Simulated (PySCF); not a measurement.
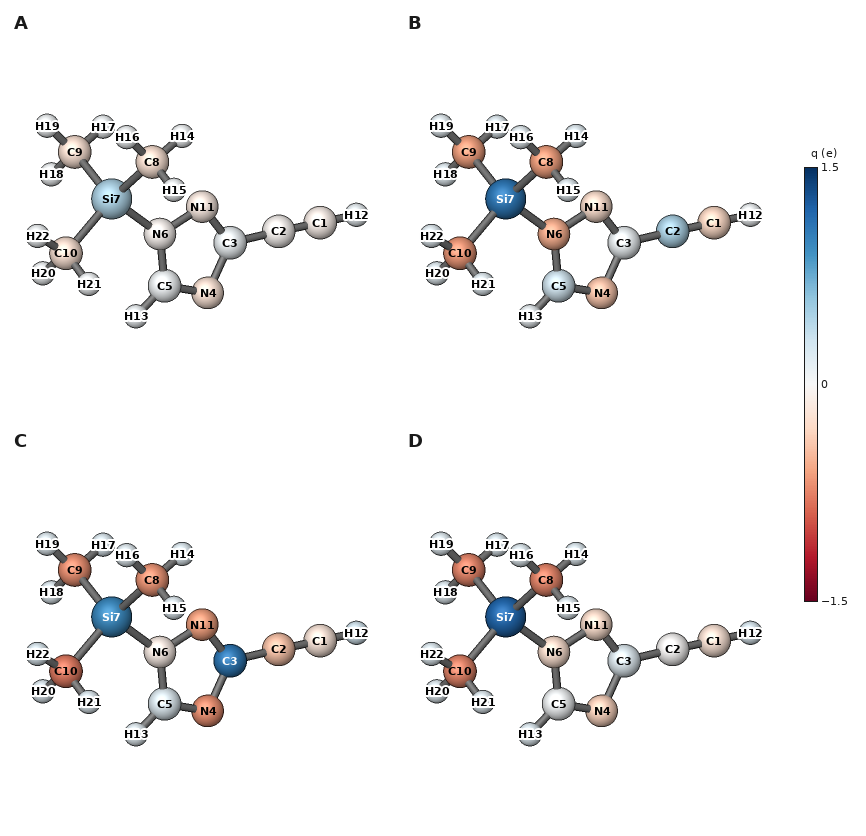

Atomic charges of one calculation by 4 schemes, on one colour scale. The computed structure is the end point of a GFN2-xTB optimisation. No frequency run is at hand to confirm it as a minimum. Level of theory: PBE0/pcSseg-1 (PySCF 2.14.0).

### The schemes are ESP-fitted, Hirshfeld, IAO, Mulliken. Which panel shows which?

A Hirshfeld, B Mulliken, C ESP-fitted, D IAO.

List the charges (e), one line for each set of equivalent atoms.

```
atom  Hirshfeld  Mulliken  ESP-fitted    IAO
  C1      −0.09     −0.30       −0.19  −0.21
  C2      −0.05      0.48       −0.43  −0.02
  C3       0.08      0.07        1.08   0.17
  N4      −0.21     −0.41       −0.69  −0.33
  C5       0.05      0.29        0.19   0.04
  N6      −0.06     −0.54       −0.11  −0.24
 Si7       0.46      1.08        0.97   1.19
  C8      −0.21     −0.62       −0.66  −0.73
  C9      −0.21     −0.62       −0.69  −0.73
 C10      −0.21     −0.65       −0.78  −0.73
 N11      −0.13     −0.25       −0.61  −0.25
 H12       0.10      0.05        0.26   0.21
 H13       0.07      0.09        0.15   0.17
 H14       0.05      0.16        0.17   0.17
 H15       0.05      0.14        0.16   0.16
 H16       0.04      0.14        0.15   0.16
 H17       0.05      0.16        0.18   0.17
 H18       0.04      0.14        0.16   0.16
 H19       0.04      0.14        0.16   0.16
 H20       0.04      0.14        0.17   0.16
 H21       0.05      0.14        0.17   0.16
 H22       0.05      0.15        0.20   0.16
```

The geometry is semi-empirical. Around Si such bond lengths and angles can be off by a tenth of an ångström or more and by several degrees, and values that hang on the shape move with them.
